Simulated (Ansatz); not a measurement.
**Geometry relaxation, with input and output: AlH₂ClF₂**

AlH₂ClF₂, computed with RKS B3LYP-D4/def2-SVP (Ansatz 0.2.0).

The input holds or restrains some coordinates. It belongs to a series of runs on one base structure; here: pulled along the bonds that form and break, towards end B. Figures and captions count atoms from 1; the log counts them from 0 in places.

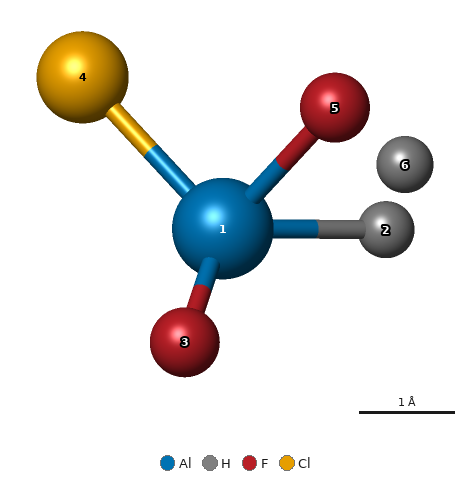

Fig. 1: The structure as given in the input (ball-and-stick view, seen at a tilt; atoms are numbered from 1 in the order of the input). Sticks mark near contacts.

The input:
```yaml
crystal:
  periodic: [false, false, false]
  atoms:
    - { symbol: Al, position_ang: [0.0, 0.0, 0.0] }
    - { symbol: H, position_ang: [0.0, 0.0, 1.91] }
    - { symbol: F, position_ang: [1.4635, 0.0, -0.845] }
    - { symbol: Cl, position_ang: [-1.9312, 0.0, -1.115] }
    - { symbol: F, position_ang: [-0.2549, -1.8712, 0.6275] }
    - { symbol: H, position_ang: [-0.1367, -1.0036, 1.7645] }
basis:
  gaussian: { orbitals: def2-SVP }
hamiltonian:
  xc: b3lyp
  dispersion: d4
relax:
  f_tol: 0.15
  max_steps: 25
  restrain:
    - { distance: [0, 4], at: 1.69, k: 30.0 }
    - { distance: [5, 1], at: 0.66, k: 30.0 }
    - { distance: [0, 1], at: 2.76, k: 30.0 }
    - { distance: [5, 4], at: 2.12, k: 30.0 }
output:
  orbitals: {}
```

Machine: 1 thread of Arm Neoverse V1, 24 GiB of memory available, shared host.

Launched with:
```bash
ansatz run input.yaml --threads 1 --pin off --max-ram 2048MiB --backend cpu --events-out ev --progress --plain --runs-dir out
```

The program's output:
```
The last accepted step is kept in [file] (removed where the run ends without a failure and the disk answers)
Engine: ansatz 0.2.0, aarch64-unknown-linux-gnu
Functional definition: B3LYP
  parameter a0 = 0.2
  parameter ax = 0.72
  parameter ac = 0.81
  exchange = (1 - a0 - ax)*slater_x + ax*b88_x + a0*exact_x
  correlation = (1 - ac)*vwn_rpa_c + ac*lyp_c
730 factors; integrals over basis functions are off by at most 4.3e-4 eV
mean field evaluation 1: about -24575.0716 eV, gradient 5.0e1 eV
mean field evaluation 2: about -24557.6020 eV, gradient 1.1e2 eV
mean field evaluation 4: about -24579.4426 eV, gradient 5.8e0 eV
mean field evaluation 8: about -24579.5095 eV, gradient 5.1e-2 eV
mean field -24579.50951040 eV, -903.2803139172 hartree, gradient 6.6e-5 eV, S^2 0.000000; 0 other end points of the search recorded, 0 dependent functions left out
the calculation of the forces begins
reference -24579.50974025 eV, -903.2803223640 hartree; 25, 25 occupied and 49, 49 virtual orbitals, 730 factors
relax step   1: F+E_penalty+E_count = -24579.68556667 eV  Δ(F+E_penalty+E_count) = +0.000e0 eV  max|allowed force component| = 4.002e0 eV/Å  E_restraint = 21.20358117 eV  max|allowed force component, restraints' pulls added| = 2.400e1 eV/Å  Δτ_max = 0.0000 Å  (25 SCF iters, accepted)
  distance Al 0 - F 4 = 1.9900 Å
  distance H 5 - H 1 = 1.0233 Å
  distance Al 0 - H 1 = 1.9100 Å
  distance H 5 - F 4 = 1.4351 Å
these checks for a lower state are left out or cut short: starts, cluster_reference, orbital_swaps, neighbouring_geometries, increment
730 factors; integrals over basis functions are off by at most 3.3e-4 eV
mean field evaluation 16: about -24579.4814 eV, gradient 1.3e1 eV
mean field -24580.22375100 eV, -903.3065617751 hartree, gradient 1.4e-5 eV, S^2 0.000000; 0 other end points of the search recorded, 0 dependent functions left out
the calculation of the forces begins
reference -24580.22398198 eV, -903.3065702637 hartree; 25, 25 occupied and 49, 49 virtual orbitals, 730 factors
relax step   2: F+E_penalty+E_count = -24580.39481161 eV  Δ(F+E_penalty+E_count) = -7.092e-1 eV  max|allowed force component| = 4.853e0 eV/Å  E_restraint = 7.79007484 eV  max|allowed force component, restraints' pulls added| = 1.375e1 eV/Å  Δτ_max = 0.1950 Å  (34 SCF iters, accepted)
  distance Al 0 - F 4 = 1.8946 Å
  distance H 5 - H 1 = 0.8368 Å
  distance Al 0 - H 1 = 2.2506 Å
  distance H 5 - F 4 = 1.6878 Å
these checks for a lower state are left out or cut short: starts, cluster_reference, orbital_swaps, neighbouring_geometries, increment
730 factors; integrals over basis functions are off by at most 2.7e-4 eV
mean field -24580.94317634 eV, -903.3330001686 hartree, gradient 5.6e-6 eV, S^2 0.000000; 0 other end points of the search recorded, 0 dependent functions left out
the calculation of the forces begins
reference -24580.94340499 eV, -903.3330085717 hartree; 25, 25 occupied and 49, 49 virtual orbitals, 730 factors
relax step   3: F+E_penalty+E_count = -24581.11693460 eV  Δ(F+E_penalty+E_count) = -7.221e-1 eV  max|allowed force component| = 3.641e0 eV/Å  E_restraint = 1.27588908 eV  max|allowed force component, restraints' pulls added| = 7.165e0 eV/Å  Δτ_max = 0.1948 Å  (34 SCF iters, accepted)
  distance Al 0 - F 4 = 1.7551 Å
  distance H 5 - H 1 = 0.7188 Å
  distance Al 0 - H 1 = 2.5245 Å
  distance H 5 - F 4 = 1.9720 Å
these checks for a lower state are left out or cut short: starts, cluster_reference, orbital_swaps, neighbouring_geometries, increment
730 factors; integrals over basis functions are off by at most 2.6e-4 eV
mean field evaluation 32: about -24581.0943 eV, gradient 1.1e1 eV
mean field -24581.39710800 eV, -903.3496818498 hartree, gradient 1.0e-5 eV, S^2 0.000000; 0 other end points of the search recorded, 0 dependent functions left out
the calculation of the forces begins
reference -24581.39733850 eV, -903.3496903204 hartree; 25, 25 occupied and 49, 49 virtual orbitals, 730 factors
relax step   4: F+E_penalty+E_count = -24581.56824857 eV  Δ(F+E_penalty+E_count) = -4.513e-1 eV  max|allowed force component| = 2.234e0 eV/Å  E_restraint = 0.06131850 eV  max|allowed force component, restraints' pulls added| = 1.425e0 eV/Å  Δτ_max = 0.1943 Å  (28 SCF iters, accepted)
  distance Al 0 - F 4 = 1.6576 Å
  distance H 5 - H 1 = 0.7085 Å
  distance Al 0 - H 1 = 2.7362 Å
  distance H 5 - F 4 = 2.1090 Å
these checks for a lower state are left out or cut short: starts, cluster_reference, orbital_swaps, neighbouring_geometries, increment
730 factors; integrals over basis functions are off by at most 2.8e-4 eV
mean field -24581.56244630 eV, -903.3557579201 hartree, gradient 1.2e-5 eV, S^2 0.000000; 0 other end points of the search recorded, 0 dependent functions left out
the calculation of the forces begins
reference -24581.56267328 eV, -903.3557662616 hartree; 25, 25 occupied and 49, 49 virtual orbitals, 730 factors
relax step   5: F+E_penalty+E_count = -24581.73336312 eV  Δ(F+E_penalty+E_count) = -1.651e-1 eV  max|allowed force component| = 1.887e0 eV/Å  E_restraint = 0.05403417 eV  max|allowed force component, restraints' pulls added| = 1.678e0 eV/Å  Δτ_max = 0.1942 Å  (27 SCF iters, accepted)
  distance Al 0 - F 4 = 1.6971 Å
  distance H 5 - H 1 = 0.7155 Å
  distance Al 0 - H 1 = 2.7776 Å
  distance H 5 - F 4 = 2.1327 Å
these checks for a lower state are left out or cut short: starts, cluster_reference, orbital_swaps, neighbouring_geometries, increment
730 factors; integrals over basis functions are off by at most 2.7e-4 eV
mean field -24581.59122554 eV, -903.3568155377 hartree, gradient 6.4e-6 eV, S^2 0.000000; 0 other end points of the search recorded, 0 dependent functions left out
the calculation of the forces begins
reference -24581.59145243 eV, -903.3568238756 hartree; 25, 25 occupied and 49, 49 virtual orbitals, 730 factors
relax step   6: F+E_penalty+E_count = -24581.76304701 eV  Δ(F+E_penalty+E_count) = -2.968e-2 eV  max|allowed force component| = 1.898e0 eV/Å  E_restraint = 0.04531840 eV  max|allowed force component, restraints' pulls added| = 6.425e-1 eV/Å  Δτ_max = 0.0889 Å  (27 SCF iters, accepted)
  distance Al 0 - F 4 = 1.6833 Å
  distance H 5 - H 1 = 0.7133 Å
  distance Al 0 - H 1 = 2.7622 Å
  distance H 5 - F 4 = 2.1316 Å
these checks for a lower state are left out or cut short: starts, cluster_reference, orbital_swaps, neighbouring_geometries, increment
730 factors; integrals over basis functions are off by at most 2.7e-4 eV
mean field -24581.63493264 eV, -903.3584217438 hartree, gradient 8.9e-6 eV, S^2 0.000000; 0 other end points of the search recorded, 0 dependent functions left out
the calculation of the forces begins
reference -24581.63516046 eV, -903.3584301162 hartree; 25, 25 occupied and 49, 49 virtual orbitals, 730 factors
relax step   7: F+E_penalty+E_count = -24581.80606664 eV  Δ(F+E_penalty+E_count) = -4.302e-2 eV  max|allowed force component| = 9.484e-1 eV/Å  E_restraint = 0.09436949 eV  max|allowed force component, restraints' pulls added| = 1.221e0 eV/Å  Δτ_max = 0.1713 Å  (27 SCF iters, rejected (line search))
  distance Al 0 - F 4 = 1.6827 Å
  distance H 5 - H 1 = 0.7384 Å
  distance Al 0 - H 1 = 2.7638 Å
  distance H 5 - F 4 = 2.1289 Å
these checks for a lower state are left out or cut short: starts, cluster_reference, orbital_swaps, neighbouring_geometries, increment
730 factors; integrals over basis functions are off by at most 2.8e-4 eV
mean field evaluation 64: about -24581.6197 eV, gradient 1.1e-4 eV
mean field -24581.61972343 eV, -903.3578628157 hartree, gradient 5.6e-6 eV, S^2 0.000000; 0 other end points of the search recorded, 0 dependent functions left out
the calculation of the forces begins
reference -24581.61995046 eV, -903.3578711589 hartree; 25, 25 occupied and 49, 49 virtual orbitals, 730 factors
relax step   8: F+E_penalty+E_count = -24581.79155541 eV  Δ(F+E_penalty+E_count) = -2.851e-2 eV  max|allowed force component| = 1.753e0 eV/Å  E_restraint = 0.05537051 eV  max|allowed force component, restraints' pulls added| = 1.843e-1 eV/Å  Δτ_max = 0.0856 Å  (28 SCF iters, accepted)
  distance Al 0 - F 4 = 1.6739 Å
  distance H 5 - H 1 = 0.7179 Å
  distance Al 0 - H 1 = 2.7559 Å
  distance H 5 - F 4 = 2.1281 Å
these checks for a lower state are left out or cut short: starts, cluster_reference, orbital_swaps, neighbouring_geometries, increment
730 factors; integrals over basis functions are off by at most 2.8e-4 eV
mean field -24581.62585632 eV, -903.3580881954 hartree, gradient 6.9e-6 eV, S^2 0.000000; 0 other end points of the search recorded, 0 dependent functions left out
the calculation of the forces begins
reference -24581.62608336 eV, -903.3580965389 hartree; 25, 25 occupied and 49, 49 virtual orbitals, 730 factors
relax step   9: F+E_penalty+E_count = -24581.79776420 eV  Δ(F+E_penalty+E_count) = -6.209e-3 eV  max|allowed force component| = 1.655e0 eV/Å  E_restraint = 0.06019683 eV  max|allowed force component, restraints' pulls added| = 2.328e-2 eV/Å  Δτ_max = 0.0264 Å  (28 SCF iters, accepted)
```

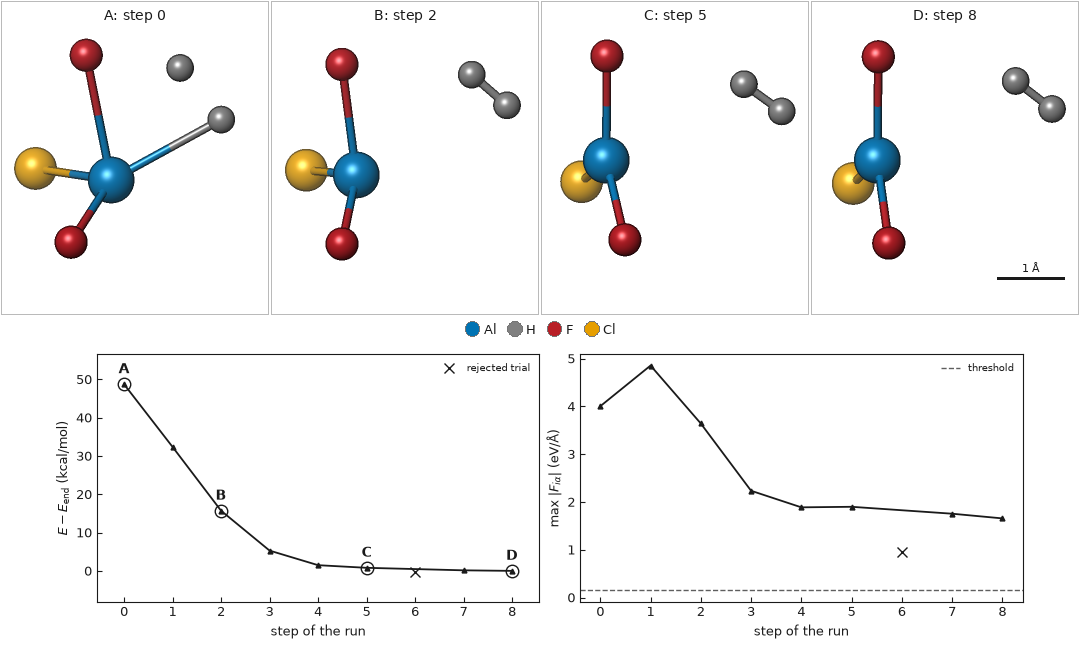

Fig. 2: Frames of the restrained relaxation (ball-and-stick view, seen at a tilt) above the curves, on which the letters mark them (the first geometry is step 0 here and step 1 in the log).

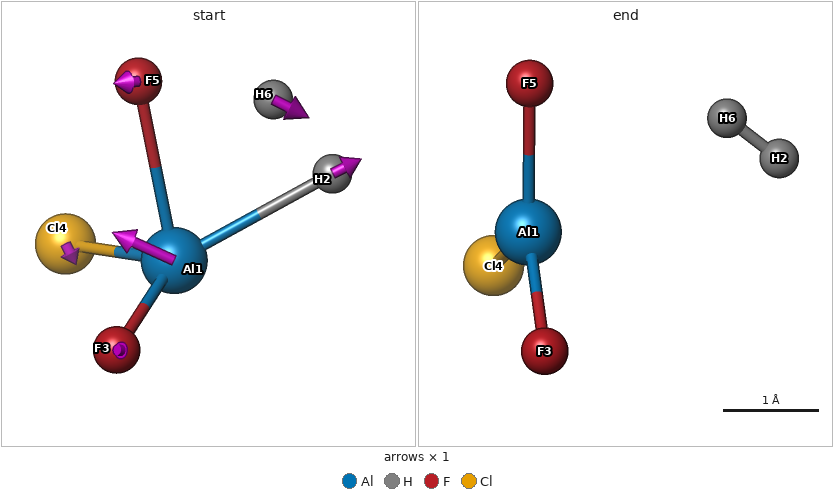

Fig. 3: Before (left) and after (right) the restrained relaxation, at one scale (ball-and-stick view, seen at a tilt). The pink arrows give the displacements, at true length. The energy falls by 48.7 kcal/mol in 8 geometry steps. Largest force component: 4 eV/Å at the start, 1.7 eV/Å at the end. The line search rejected the trial step at point 6 (counted from 0) and went back. Al1 moves most after the best rigid fit: 0.73 Å. Largest moves by element: Al 0.73 Å, H 0.44 Å, F 0.31 Å, Cl 0.26 Å. Among the contacts that change: Al1–H2 1.910 → 2.756 Å, Al1–F5 1.990 → 1.673 Å, H2–H6 1.023 → 0.720 Å, Al1–Cl4 2.230 → 2.073 Å. New bonds form: H2–H6 (1.02 → 0.72 Å). Among the angles that change: Cl4–Al1–F5 92.7° → 120.5°, F3–Al1–F5 105.6° → 118.7°. (Atoms are counted from 1 in the order of the input.)

```
  distance Al 0 - F 4 = 1.6731 Å
  distance H 5 - H 1 = 0.7204 Å
  distance Al 0 - H 1 = 2.7557 Å
  distance H 5 - F 4 = 2.1278 Å
730 factors; integrals over basis functions are off by at most 2.8e-4 eV
mean field -24581.62585632 eV, -903.3580881954 hartree, gradient 6.9e-6 eV, S^2 0.000000; 1 other end points of the search recorded, 0 dependent functions left out
the calculation of the forces begins
reference -24581.62608336 eV, -903.3580965389 hartree; 25, 25 occupied and 49, 49 virtual orbitals, 730 factors
Total energy: -24581.79799123 eV, -903.3644140367 hartree
Atom 0 at    -0.108447    -0.570744    -0.428257 Å, force     0.023915    -0.421511     0.371406 eV/Å
Atom 1 at    -0.037032    -0.002352     2.267208 Å, force     0.049972     1.655256     0.538673 eV/Å
Atom 2 at     1.341425     0.144059    -0.758608 Å, force    -0.009642    -0.003937    -0.002113 eV/Å
Atom 3 at    -1.878112     0.265225    -1.110813 Å, force    -0.003933     0.003553     0.008748 eV/Å
Atom 4 at    -0.117455    -2.039907     0.372189 Å, force    -0.003405     0.296459    -0.422753 eV/Å
Atom 5 at    -0.059679    -0.671081     2.000280 Å, force    -0.056907    -1.529821    -0.493961 eV/Å
Dipole moment:    -0.086110     0.065127     0.062099 e Å
```

Trajectory as extended XYZ (Å, eV, eV/Å), 9 frames, from step=1 to step=9:
```
6
Properties=species:S:1:pos:R:3:forces:R:3 step=1 energy=-24579.68557
Al    0.0000    0.0000    0.0000   -1.4039  -4.0018  -0.7093
H     0.0000    0.0000    1.9100   -0.0831  -0.7455  -0.3867
F     1.4635    0.0000   -0.8450   -0.7971   0.6428   0.8542
Cl   -1.9312    0.0000   -1.1150    1.5338   0.7804   0.9762
F    -0.2549   -1.8712    0.6275    0.6404   2.4344   0.5498
H    -0.1367   -1.0036    1.7645    0.1099   0.8896  -1.2842
6
Properties=species:S:1:pos:R:3:forces:R:3 step=2 energy=-24580.39481
Al   -0.0329   -0.1051   -0.1557   -0.9914  -4.8530   0.1673
H    -0.0082   -0.0627    2.0944   -0.0517  -0.3647  -0.2138
F     1.4780    0.0074   -0.8500   -0.4164   0.7450   0.4969
Cl   -1.9297    0.0091   -1.1159    0.6633   0.9070   0.3579
F    -0.2496   -1.8654    0.5107    0.6691   2.5912  -0.7787
H    -0.1169   -0.8582    1.8585    0.1271   0.9745  -0.0296
6
Properties=species:S:1:pos:R:3:forces:R:3 step=3 energy=-24581.11693
Al   -0.0594   -0.2427   -0.2910   -0.0734  -3.6408   0.3290
H    -0.0061   -0.0775    2.2276    0.2858   2.0446   0.6809
F     1.4801    0.0252   -0.8450   -0.3123   0.6561   0.2911
Cl   -1.9292    0.0298   -1.1183   -0.2401   0.9697  -0.1731
F    -0.2411   -1.8580    0.3711    0.5820   1.6432  -0.4752
H    -0.1036   -0.7515    1.9976   -0.2419  -1.6728  -0.6527
6
Properties=species:S:1:pos:R:3:forces:R:3 step=4 energy=-24581.56825
Al   -0.0762   -0.3994   -0.4047    0.1293  -0.8558  -0.2894
H    -0.0001   -0.0504    2.3081    0.3133   2.2336   0.7625
F     1.4667    0.0633   -0.8210   -0.5799   0.3102   0.1619
Cl   -1.9553    0.1073   -1.1391    0.2058   0.5413  -0.0345
F    -0.1958   -1.8835    0.3238    0.2265  -0.2061   0.1243
H    -0.0986   -0.7121    2.0749   -0.2949  -2.0232  -0.7248
6
Properties=species:S:1:pos:R:3:forces:R:3 step=5 energy=-24581.73336
Al   -0.1097   -0.5612   -0.4900   -0.4215  -1.0231   1.0534
H     0.0260    0.0009    2.2267    0.2618   1.8865   0.5149
F     1.3630    0.1406   -0.6762    0.1277   0.1901  -0.2323
Cl   -1.9272    0.2452   -1.1255    0.3362  -0.0679  -0.0207
F    -0.1304   -2.0212    0.3750   -0.0381   0.7410  -0.8606
H    -0.0811   -0.6792    2.0318   -0.2661  -1.7266  -0.4547
6
Properties=species:S:1:pos:R:3:forces:R:3 step=6 energy=-24581.76305
Al   -0.1242   -0.5694   -0.4455   -0.1130  -0.7028   0.6727
H     0.0309   -0.0004    2.2530    0.2287   1.8979   0.7288
F     1.3456    0.1457   -0.6468    0.0145   0.1077  -0.1551
Cl   -1.9121    0.2409   -1.1291    0.1582  -0.0118  -0.0147
F    -0.1414   -2.0496    0.3559   -0.0401   0.5090  -0.5786
H    -0.0581   -0.6419    1.9544   -0.2482  -1.8002  -0.6531
6
Properties=species:S:1:pos:R:3:forces:R:3 step=7 energy=-24581.80607 accepted=F
Al   -0.1117   -0.5469   -0.4132    0.4576  -0.6694   0.2667
H    -0.1067   -0.0024    2.2964   -0.0800   0.9484   0.2668
F     1.3608    0.1112   -0.8138   -0.3586  -0.0611   0.1281
Cl   -1.8815    0.2765   -1.1021   -0.0327   0.0497   0.0481
F    -0.0920   -2.0366    0.3691   -0.0564   0.5628  -0.4634
H    -0.0281   -0.6766    2.0057    0.0701  -0.8304  -0.2462
6
Properties=species:S:1:pos:R:3:forces:R:3 step=8 energy=-24581.79155
Al   -0.1158   -0.5727   -0.4310    0.0725  -0.4030   0.4041
H    -0.0339   -0.0019    2.2639    0.0182   1.7533   0.5936
F     1.3410    0.1450   -0.7323   -0.0741  -0.0192  -0.0217
Cl   -1.8849    0.2629   -1.1193    0.0277  -0.0075   0.0077
F    -0.1253   -2.0424    0.3700   -0.0134   0.3093  -0.4420
H    -0.0405   -0.6657    1.9906   -0.0308  -1.6328  -0.5418
6
Properties=species:S:1:pos:R:3:forces:R:3 step=9 energy=-24581.79776
Al   -0.1084   -0.5707   -0.4283    0.0239  -0.4215   0.3714
H    -0.0370   -0.0024    2.2672    0.0500   1.6553   0.5387
F     1.3414    0.1441   -0.7586   -0.0096  -0.0039  -0.0021
Cl   -1.8781    0.2652   -1.1108   -0.0039   0.0036   0.0087
F    -0.1175   -2.0399    0.3722   -0.0034   0.2965  -0.4228
H    -0.0597   -0.6711    2.0003   -0.0569  -1.5298  -0.4940
```

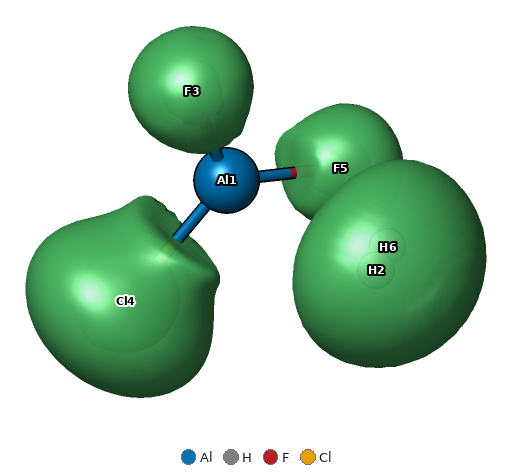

Fig. 4: Isosurface of the ELF at 0.75 (green), seen at a tilt. Core shells and regions of very low density are left out. Values along the shortest contacts: Al–F (1.65 Å): the ELF peaks at about 0.85 in the valence shell of F, 0.6 Å from its nucleus, and is about 0.20 at the midpoint.

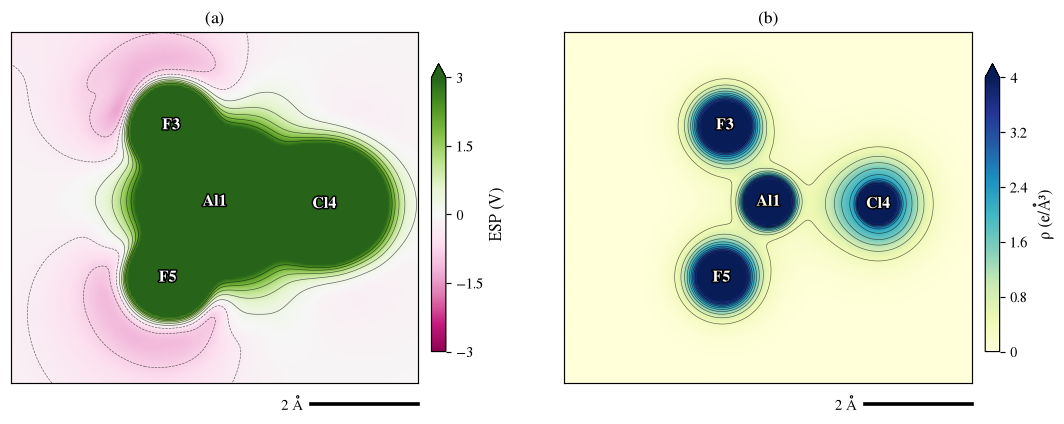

Fig. 5: (a) electrostatic potential; (b) electron density on the plane of atoms F3, Al1 and F5. The section cuts through Al, F and Cl sites. Al–F (1.65 Å): ρ is about 0.82 e/Å³ halfway.

Results in brief:

- outcome: converged under the restraints of the input
- total energy: −24581.7980 eV
- mean-field energy: −24581.6261 eV
- largest force (length of the vector) at the end, held atoms and coordinates included: 1.741 eV/Å
- wall time: 27 s
- peak memory: 0.14 GiB
